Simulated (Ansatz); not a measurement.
# C2H4N2Si: rigid torsion scan in Python

Wanted for C2H4N2Si: a rigid torsion scan.

Program: Ansatz 0.2.0 through its Python package. The levels of theory stand in the script. These are calculated values, not measurements.

### Step 1. The structure

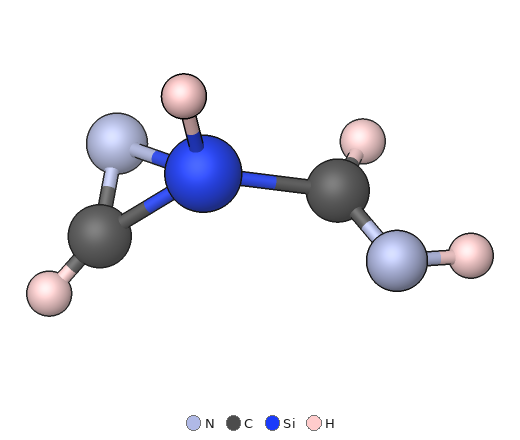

The structure that the script starts from, seen from a chosen angle (nitrogen light blue, carbon dark grey, silicon blue, hydrogen pink).

No structure file is read: the coordinates are typed or built in the script.

### Step 2. Script

Contents of c2h4n2si_torsion.py:

```python
'''Rigid torsion scan of C2H4N2Si.'''

import ansatz as az
from ase import Atoms


def main() -> None:
    atoms = Atoms(['N', 'C', 'Si', 'C', 'N', 'H', 'H', 'H', 'H'], positions=[
        [0.2839, 1.1978, 1.7758],
        [-0.4692, 0.7017, 0.8182],
        [0.0501, -0.8475, -0.0508],
        [0.9378, -0.7603, -1.5913],
        [-0.379, -0.78, -1.8262],
        [-0.2343, 2.1095, 2.1028],
        [-1.3881, 1.157, 0.4911],
        [-0.4664, -2.1083, 0.446],
        [1.7538, -0.7161, -2.1827],
    ])

    # relax first, so that the scan starts from a minimum
    first = (
        az.Crystal.molecule_from_ase(atoms).calculation()
        .basis(gaussian='def2-SVP')
        .functional('pbe0')
        .relax(force_tolerance=0.02, max_steps=80)
    )
    atoms.positions = first.run(threads=1).report['positions_ang']

    start = atoms.get_dihedral(3, 2, 1, 0)
    energies = {}
    for turn in range(0, 360, 30):
        turned = atoms.copy()
        turned.set_dihedral(3, 2, 1, 0, start + turn, indices=[0, 1, 5, 6])
        base = az.Crystal.molecule_from_ase(turned).calculation()
        base = base.basis(gaussian='def2-SVP')
        base = base.correlation('MP2')
        energies[round((start + turn) % 360)] = base.run(threads=1).report['free_energy_ev']
    floor = min(energies.values())
    print('dihedral C3-Si2-C1-N0 (deg)   E - E(min) (eV)')
    for angle, e in sorted(energies.items()):
        print(f'{angle:8d} {(e - floor):14.3f}  ' + '#' * int(30 * (e - floor) / max(max(energies.values()) - floor, 1e-9)))


if __name__ == '__main__':
    main()
```

### Step 3. The input behind the calls

The engine receives this input (first run):

```yaml
crystal:
  periodic: [false, false, false]
  atoms:
    - { symbol: "N", position_ang: [0.2839, 1.1978, 1.7758] }
    - { symbol: C, position_ang: [-0.4692, 0.7017, 0.8182] }
    - { symbol: Si, position_ang: [0.0501, -0.8475, -0.0508] }
    - { symbol: C, position_ang: [0.9378, -0.7603, -1.5913] }
    - { symbol: "N", position_ang: [-0.379, -0.78, -1.8262] }
    - { symbol: H, position_ang: [-0.2343, 2.1095, 2.1028] }
    - { symbol: H, position_ang: [-1.3881, 1.157, 0.4911] }
    - { symbol: H, position_ang: [-0.4664, -2.1083, 0.446] }
    - { symbol: H, position_ang: [1.7538, -0.7161, -2.1827] }
basis:
  gaussian:
    orbitals: def2-SVP
hamiltonian:
  xc: pbe0
relax:
  f_tol: 0.02
  max_steps: 80
```

### Step 4. The run

Launch:

```bash
$ python c2h4n2si_torsion.py
```

Log:

```text
dihedral C3-Si2-C1-N0 (deg)   E - E(min) (eV)
      19          0.082  #############
      49          0.117  ###################
      79          0.169  ############################
     109          0.179  ##############################
     139          0.122  ####################
     169          0.039  ######
     199          0.000
     229          0.039  ######
     259          0.115  ###################
     289          0.159  ##########################
     319          0.137  ######################
     349          0.091  ###############
```

It took 88 s on 1 thread of Arm Neoverse V1, shared host; peak memory 0.26 GiB.

### Step 5. The relaxation of run 0, step by step

Step by step:

| step | E - E(step 1) (eV) | largest force component (eV/Å) |
| --- | --- | --- |
| 1 | 0.0000 | 6.4551 |
| 2 | -0.5309 | 1.7177 |
| 3 | -0.5990 | 0.2393 |
| 4 | -0.6167 | 0.4332 |
| 5 | -0.6379 | 0.5033 |
| 6 | -0.6515 | 1.4317 |
| 7 | -0.6969 | 0.4100 |
| 8 | -0.7116 | 0.5186 |
| 9 | -0.7500 | 0.2078 |
| 10 | -0.7533 | 0.1644 |
| 11 | -0.7543 | 0.0420 |
| 12 | -0.7544 | 0.0319 |
| 13 | -0.7545 | 0.0141 |

Step 1 is the start.

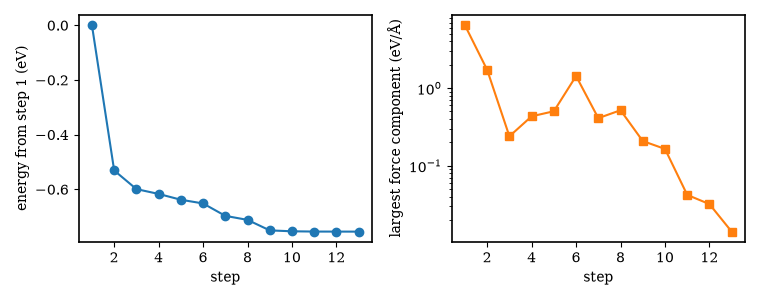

Energy and largest force along the relaxation.

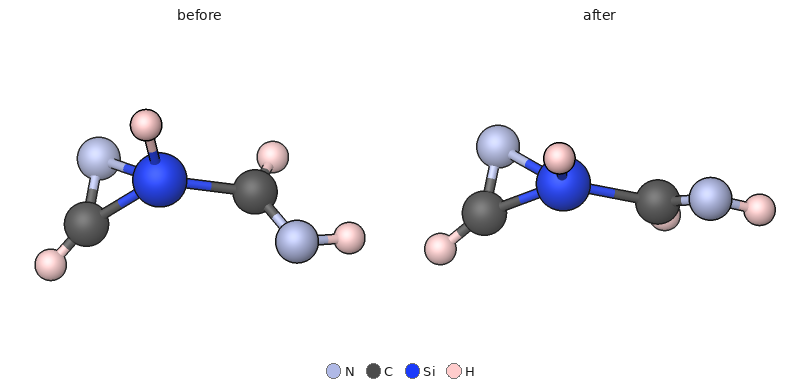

The structure before (left) and after (right) the relaxation, drawn at the same scale.

Before: Bond lengths: N1–C2 1.315 Å, C2–Si3 1.851 Å, Si3–C4 1.780 Å, Si3–N5 1.828 Å, C4–N5 1.338 Å, N1–H6 1.098 Å, C2–H7 1.076 Å, Si3–H8 1.450 Å, C4–H9 1.009 Å. Angles: N1–C2–Si3 119.8°, N1–C2–H7 123.4°, Si3–C2–H7 116.8°, C2–N1–H6 105.0°, C2–Si3–C4 120.4°, C2–Si3–N5 111.1°, C2–Si3–H8 117.8°, C4–Si3–N5 43.5°, C4–Si3–H8 121.1°, N5–Si3–H8 106.3°, Si3–C4–N5 70.1°, Si3–C4–H9 155.9°, N5–C4–H9 133.9°, Si3–N5–C4 66.4°.

After: Bond lengths: N1–C2 1.274 Å, C2–Si3 1.870 Å, Si3–C4 1.797 Å, Si3–N5 1.825 Å, C4–N5 1.273 Å, N1–H6 1.027 Å, C2–H7 1.110 Å, Si3–H8 1.479 Å, C4–H9 1.103 Å. Angles: N1–C2–Si3 118.1°, N1–C2–H7 123.8°, Si3–C2–H7 118.2°, C2–N1–H6 111.2°, C2–Si3–C4 120.9°, C2–Si3–N5 116.5°, C2–Si3–H8 115.1°, C4–Si3–N5 41.1°, C4–Si3–H8 122.8°, N5–Si3–H8 118.3°, Si3–C4–N5 70.6°, Si3–C4–H9 159.7°, N5–C4–H9 129.7°, Si3–N5–C4 68.2°.

Run 0 is this relaxation; the runs after it count from 1.

### Step 6. Run by run

One row for each of the 12 runs:

| run | turn (°) | energy from run 1 (eV) | iterations in all | CPU time (s) |
| --- | --- | --- | --- | --- |
| 1 | 0 | 0.0000 | 16 | 2.9 |
| 2 | 30 | 0.0390 | 16 | 1.9 |
| 3 | 60 | 0.1151 | 16 | 2.1 |
| 4 | 90 | 0.1591 | 16 | 2.1 |
| 5 | 120 | 0.1367 | 16 | 2.5 |
| 6 | 150 | 0.0907 | 16 | 2.2 |
| 7 | 180 | 0.0822 | 16 | 2.4 |
| 8 | 210 | 0.1173 | 16 | 2 |
| 9 | 240 | 0.1691 | 16 | 2.5 |
| 10 | 270 | 0.1793 | 16 | 2.5 |
| 11 | 300 | 0.1219 | 16 | 2 |
| 12 | 330 | 0.0385 | 16 | 2 |

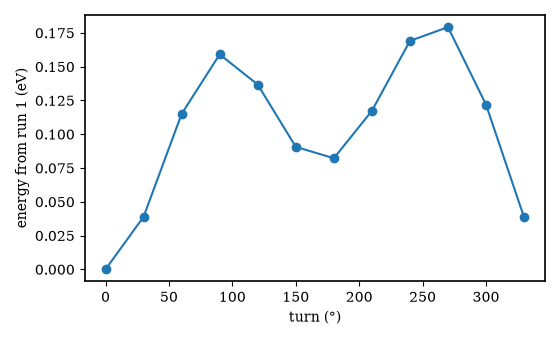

Energy against turn; lines join the points.

### Step 7. Summary of results

```
              quantity     value
         runs compared        12
       range of energy  0.179 eV
lowest point, turn (°)         0
```

What this shows: The lowest point is at 199° and the highest at 109°, 0.179 eV (17.3 kJ/mol) above it, with the rest of the molecule held. Run 0: After 12 moves the largest shift is 1.146 Å, of atom 7 (H). So large a move can change the bonding: the results belong to the relaxed structure. The scan is rigid and the energies are electronic, in a modest basis. With rigid groups the curve can differ much from the relaxed path, the start wasn't checked as a minimum of this torsion, and equivalent turns needn't return to the same energy. The start is relaxed with a density functional and scanned with the wavefunction method, so it isn't exactly that method's minimum.
